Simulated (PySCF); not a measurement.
| atom | x (Å) | y (Å) | z (Å) |
| --- | --- | --- | --- |
| N | -1.2021 | 2.0449 | 0.0634 |
| C | -0.8356 | 0.8509 | -0.0905 |
| C | -1.6077 | -0.4215 | 0.1758 |
| C | -0.5588 | -1.5296 | 0.1136 |
| C | 0.4676 | -0.9975 | -0.8857 |
| C | 0.5321 | 0.5033 | -0.5806 |
| Si | 1.8104 | 0.9692 | 0.7597 |
| F | 3.2150 | 0.3465 | 0.2595 |
| H | -2.1496 | 2.1645 | 0.4154 |
| H | -2.3490 | -0.5441 | -0.6195 |
| H | -2.1422 | -0.3805 | 1.1260 |
| H | -0.0926 | -1.6557 | 1.0925 |
| H | -0.9773 | -2.4882 | -0.1919 |
| H | 0.1057 | -1.1540 | -1.9051 |
| H | 1.4342 | -1.4911 | -0.7912 |
| H | 0.7631 | 1.0900 | -1.4725 |
| H | 2.0144 | 2.4011 | 0.8508 |
| H | 1.5635 | 0.2979 | 2.0286 |

Geometry: GFN2-xTB.

All numbers below come from CAM-B3LYP/def2-SVPD, SCF density, gas phase (PySCF).

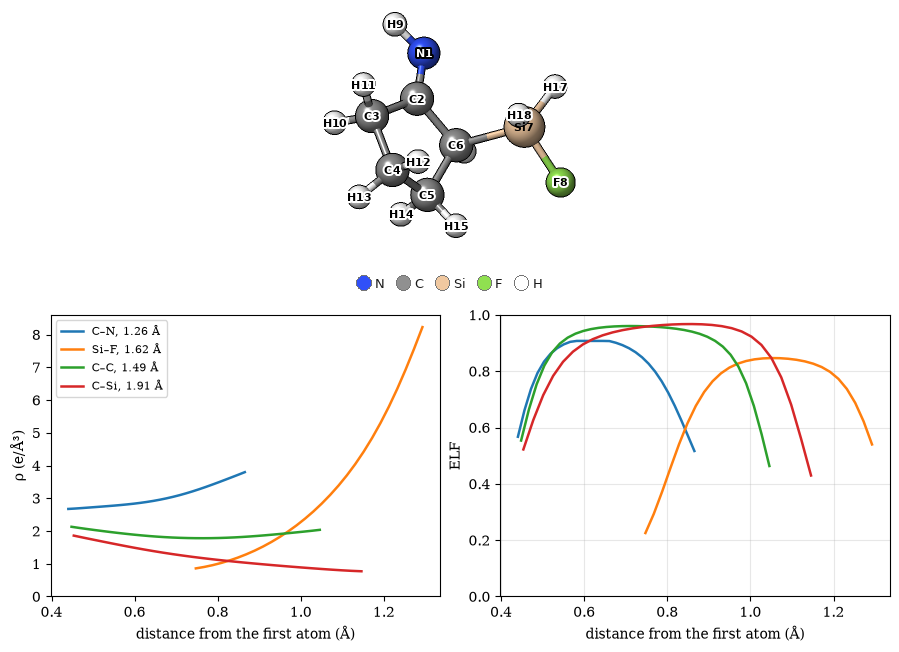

C$_{5}$H$_{10}$FNSi. Total electron density and electron localisation function along straight lines between neighbouring atoms. The curves leave out the atomic cores. The structure is drawn too.

**What can be read from the curves?**

C–N (1.26 Å): ρ is about 2.9 e/Å³ halfway; the ELF peaks at about 0.90 between the atoms: a short, multiple covalent bond.
Si–F (1.62 Å): ρ is about 1 e/Å³ halfway; the ELF peaks at about 0.85 in the valence shell of F, 0.6 Å from its nucleus, and is about 0.45 at the midpoint.
C–C (1.49 Å): ρ is about 1.8 e/Å³ halfway; the ELF peaks at about 0.95 between the atoms, as expected for a covalent bond.
C–Si (1.91 Å): the density is about 0.93 e/Å³ at the midpoint; the ELF peaks at about 0.95 between the atoms: a shared electron pair.
